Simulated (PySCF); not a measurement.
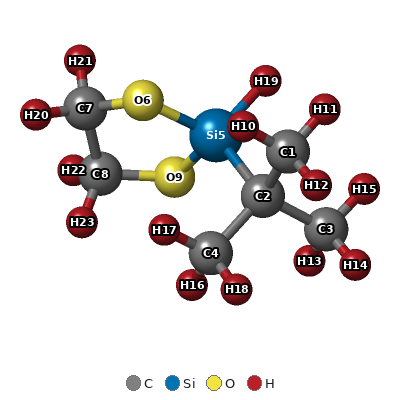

Geometry used (C₆H₁₄O₂Si, SMILES CC(C)(C)[SiH]1OCCO1).

Kohn-Sham orbital energies near the frontier, CAM-B3LYP/def2-SVPD with PySCF 2.14.0, at a PBE0-D3(BJ)/def2-SVP geometry (no frequency check), isolated molecule; empty levels in grey, levels within 0.03 eV side by side.

Where do the frontier orbitals lie?

HOMO at −8.87 eV, LUMO at 1.22 eV, 10.09 eV apart.

How does −ε(HOMO) compare with the ΔSCF vertical ionisation energy at this level?

−ε(HOMO) is 8.87 eV, the ΔSCF value 9.49 eV; the orbital energy is 0.62 eV too shallow.

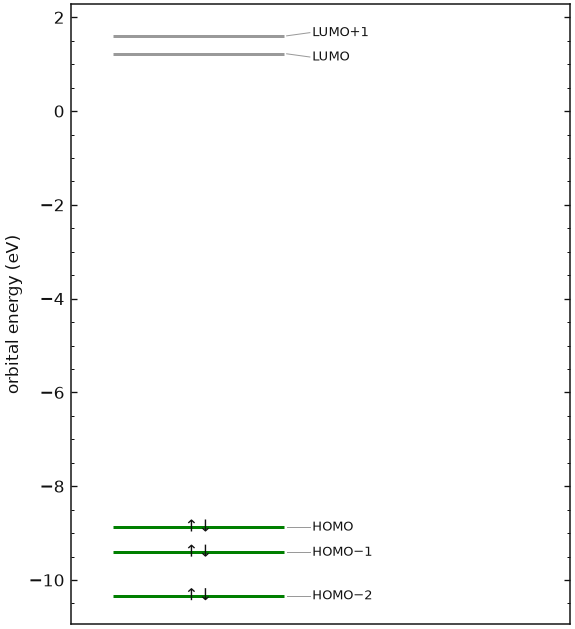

Known limits of this run: one conformer of a flexible molecule; empty levels above zero depend strongly on the basis.
